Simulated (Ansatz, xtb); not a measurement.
Pulling on the Bi1–H2 bond in BiH3 (SMILES [BiH3]) (multiplicity 1 held, fragments rigid). Energies count from the point at 1.797 Å.
Geometry at that point (charge 0, multiplicity 1):
```xyz
4

Bi     0.0006    -0.0011     0.0359
H     -1.4703    -0.2134    -0.9736
H      0.9197    -1.1034    -1.0448
H      0.4970     1.4112    -0.9575
```

Restricted levels (R-, RO-) in cc, def2 and unpolarised 6-31G sets keep to the state of the molecule at rest. Active spaces are followed from a long bond inwards. Levels need not reach the same state.

Cores are frozen in the correlated methods. Filled d and f shells under p-block atoms count as core.

Programs: Ansatz (Gaussian orbitals); xtb for the GFN methods. Each number belongs to the level named beside it. In def2 rows elements past Kr take small-core potentials, without spin–orbit coupling. The GFN methods have no spin term and hold the electronic entropy of 300 K.

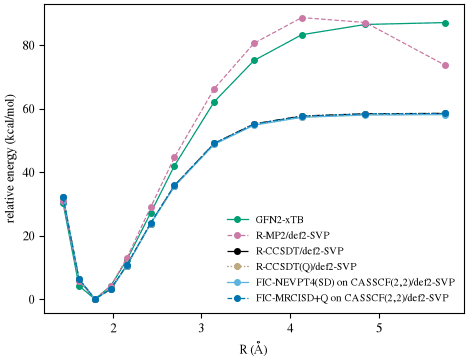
Figure: Relative energy along the coordinate

Doubts at one or more of the structures used: a restricted determinant that unrestricted orbitals would lower (R-MP2/def2-SVP, R-CCSDT/def2-SVP, R-CCSDT(Q)/def2-SVP); other coupled-cluster roots lie near (R-CCSDT/def2-SVP, R-CCSDT(Q)/def2-SVP); T1 above 0.05 (R-CCSDT/def2-SVP, R-CCSDT(Q)/def2-SVP).

Ansatz is a program for electronic structure.
